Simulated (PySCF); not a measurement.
**C₃H₆O₃, SMILES `COCC(=O)O`: what the electrons do**

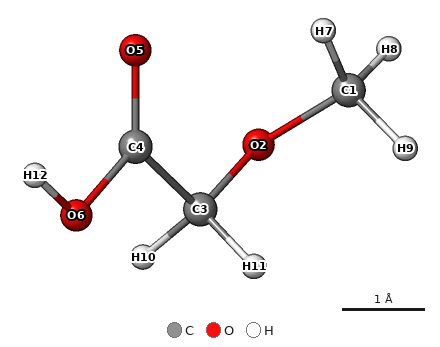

The molecule, with its atoms numbered as below. No frequency check shows the geometry to be a minimum.

Coordinates in Å:

```
C1       2.0640    0.4098    0.4050
O2       1.4193   -0.4627   -0.4991
C3       0.1727   -0.9225   -0.0700
C4      -0.9267    0.1285   -0.0522
O5      -0.8071    1.2983   -0.2827
O6      -2.0998   -0.4305    0.2770
H7       1.5113    1.3440    0.5271
H8       3.0399    0.6197   -0.0268
H9       2.1916   -0.0684    1.3843
H10     -0.1260   -1.7097   -0.7683
H11      0.2263   -1.3608    0.9406
H12     -2.8024    0.2398    0.2846
```

## 1. Excited states

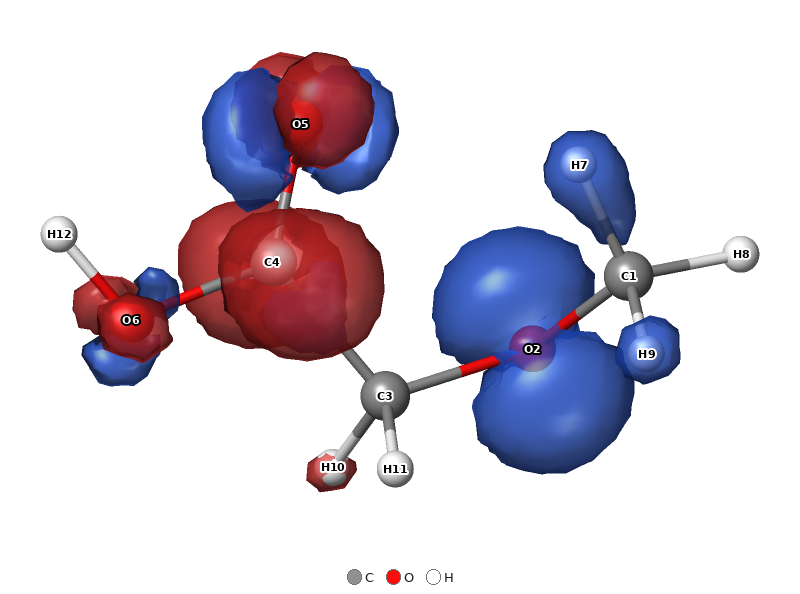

Unrelaxed difference density of S₃ less the ground state (TDA singlet states), ±0.04 e/Å³; red: gain, blue: loss.

Level of theory: LC-wPBE/6-31+G* (PySCF), at a geometry from GFN2-xTB.

How does the charge move on excitation?

Answer. 0.77 e is displaced in all, of which about 0.5 e passes between atoms: O2 (0.45 e) and C1 (0.04 e) lose electrons and C4 (0.31 e) and O5 (0.06 e) gain them. The state: 7.90 eV (157 nm), f = 0.008; the leading pair carries 83 %; hole on O2 (46 %), O5 (18 %) and C1, C3 and C4 (6 % each), electron on C4 (38 %), O5 (24 %) and O6 (11 %) (shares are of the whole state, not of the leading pair alone); their centroids lie 1.6 Å apart; S₄ lies within 0.1 eV of it.

## 2. Removing or adding an electron

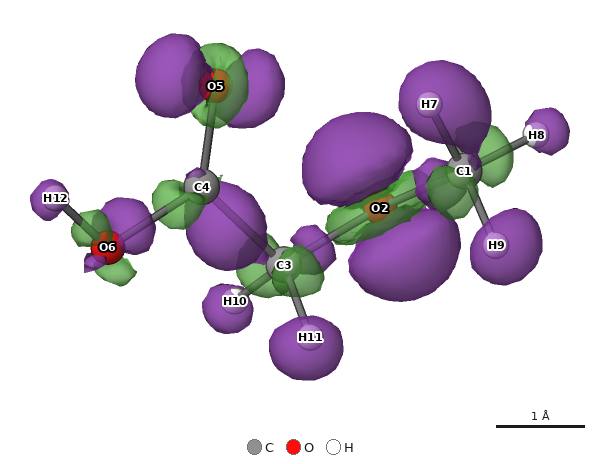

Fukui function f⁻ = ρ(N) − ρ(N−1) at fixed geometry, surfaces at ±0.04 e/Å³ (purple positive, green negative).

PySCF calculation, ωB97X/def2-SVPD, gas phase; geometry: GFN2-xTB.

On which atoms does the density change most on removal of an electron?

Answer. f⁻ (Hirshfeld-condensed) is largest on O2 (0.25); the vertical ionisation energy is 10.14 eV (the stability of the cation's solution wasn't checked). Condensed values hint at sites of electrophilic attack but needn't mark the atom that reacts. Orbital relaxation makes it negative in places (0.23 e in all).

## 3. Stretching a bond

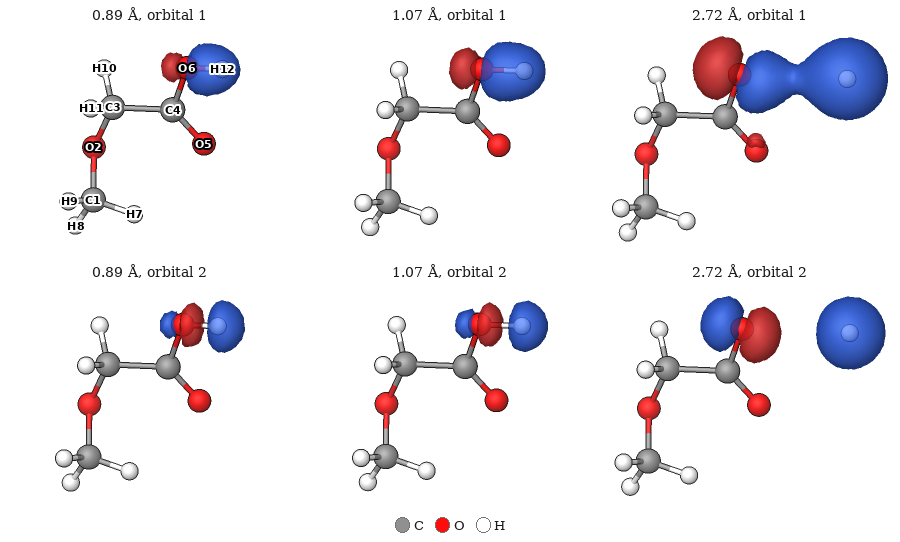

Rigid stretch of the O6–H12 bond. The two CASSCF(2,2) natural orbitals nearest half filling (orbital 1 the more occupied).

Level of theory: 6-31G* basis (PySCF), at a geometry from GFN2-xTB.

How do the occupations change along the stretch?

Answer. 0.89 Å: 1.99 and 0.01; 1.07 Å: 1.97 and 0.03; 2.72 Å: 1.18 and 0.82. At the longest distance computed (2.72 Å) they are 1.18 and 0.82, and the effective number of unpaired electrons is 1.9.

Where does the UHF solution part from RHF?

Answer. Between 1.31 Å (⟨S²⟩ = 0, the two coincide) and 1.50 Å (⟨S²⟩ = 0.36); at 2.72 Å ⟨S²⟩ is 1.00 and UHF lies 4.9 eV below RHF.

How much energy does the stretch cost?

Answer. By CASSCF, 4.3 eV from the lowest point of the scan (0.97 Å) to 2.72 Å; RHF gives 8.5 eV from its own lowest point. The fragments aren't relaxed and dynamic correlation is missing, so this isn't a bond dissociation energy.

The PySCF runs shown took 5.8 min, 5.5 min and 8 min on 1 thread of Arm Neoverse V1 (shared host).
